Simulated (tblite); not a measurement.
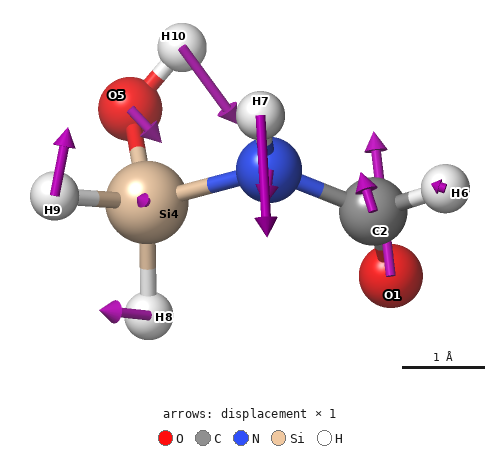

This is a relaxation of CH$_{5}$NO$_{2}$Si. The starting structure is drawn; purple arrows show the displacements, at their true length. The two geometries are superimposed by the best rigid fit.

A ball-and-stick model, seen at a tilt.

Method: GFN2-xTB geometry optimisation, gas phase (tblite 0.8.0). 

> What did the optimiser do to the structure, and how much energy did it gain?

After 122 geometry steps the energy has fallen by 16.6 kcal/mol. An O atom moves most after the best rigid fit: 1.80 Å. Largest moves by element: O 1.80 Å, H 1.50 Å, C 0.52 Å, N 0.44 Å, Si 0.18 Å. Near-neighbour distances that change, for instance: O–Si 1.703 → 1.602 Å, C–N 1.413 → 1.340 Å, H–N 1.052 → 1.006 Å, C–O 1.245 → 1.212 Å. Among the angles between lasting bonds that change: H–Si–H 106.3° → 115.1°, N–Si–H 111.5° → 105.5°, N–C–H 119.7° → 113.8°. Groups turn about N–Si by about 90°. Cost: 0.79 s on 1 thread of Arm Neoverse N1, with other jobs on the host.
